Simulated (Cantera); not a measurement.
Feed: 1 mol MgF2, 0.4 mol H2O, 0.14 mol H2, at 525 Torr.

These are equilibrium values from Cantera (NASA tables, ideal gas, pure condensed phases), not measurements of a reactor. Candidate condensed phases: H2O, Mg, MgF2, MgO, Mg(OH)2; 31 gas species. Mutual solubility and eutectic melting of coexisting phases are not modelled. Rates play no part.

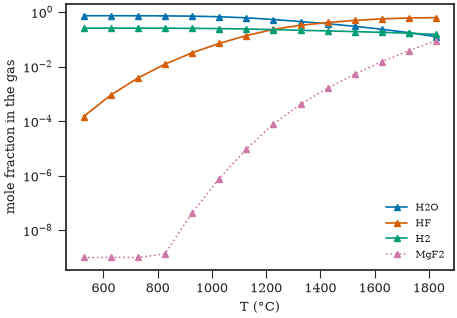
Figure. Equilibrium gas composition (values under 1e-9 drawn at 1e-9)

At 527 °C the condensed part is MgF2(s). From 627 °C to 1227 °C the condensed part is MgF2(s) + MgO(s). From 1327 °C to 1827 °C the condensed part is MgF2(l) + MgO(s).
